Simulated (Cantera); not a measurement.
Input: 1 mol Cr₂O₃, 39 mol H₂, 1.1 mol H₂O, equilibrated at 75.0 Torr.

Method: chemical equilibrium by Gibbs-energy minimisation in Cantera with the NASA 1993 tables (ideal gas, pure condensed phases). Candidate condensed phases: Cr, Cr₂O₃, H₂O; 13 gas species. The numbers say what is thermodynamically allowed, not how fast it happens.

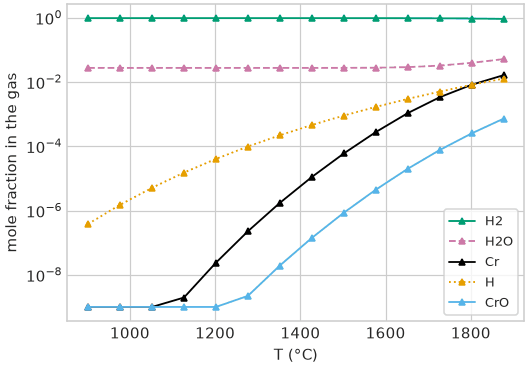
Figure. Equilibrium gas composition (values under 1e-9 drawn at 1e-9)

From 902 °C to 1877 °C the condensed part is Cr₂O₃(s).
